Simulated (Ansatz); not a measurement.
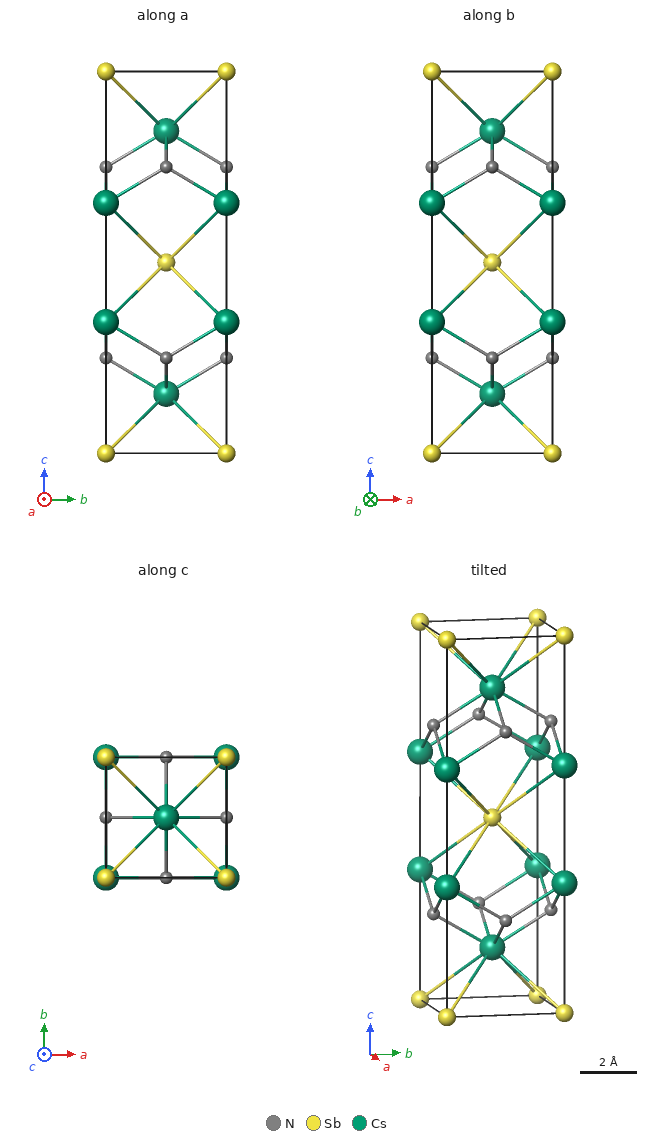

This ball-and-stick model is shown along the a axis, along the b axis, along the c axis and slightly off an axis. The outline marks the conventional unit cell.

Lattice parameters: a = 4.336 Å, b = 4.336 Å, c = 13.740 Å, α = 90.00°, β = 90.00°, γ = 90.00°.

### Convert the drawing into a table of Wyckoff sites, with free fractional coordinates to two decimals.

Space group I4/mmm (No. 139).
```json
{"atom": "N", "site": "4d", "x": "0.50", "y": "0.00", "z": "0.25"}
{"atom": "Sb", "site": "2a", "x": "0.00", "y": "0.00", "z": "0.00"}
{"atom": "Cs", "site": "4e", "x": "0.00", "y": "0.00", "z": "0.34"}
```

About the cell: it is a generated cell, made by putting these elements into a known structure type (the compound may or may not exist in this form), and it is unrelaxed. Ansatz was used for an electronic-structure calculation on it.

At this level of theory the cell isn't at rest (compressed, at 5 GPa and forces up to 1.9 eV/Å), so its distances can differ from those at equilibrium, the more so the softer the solid.
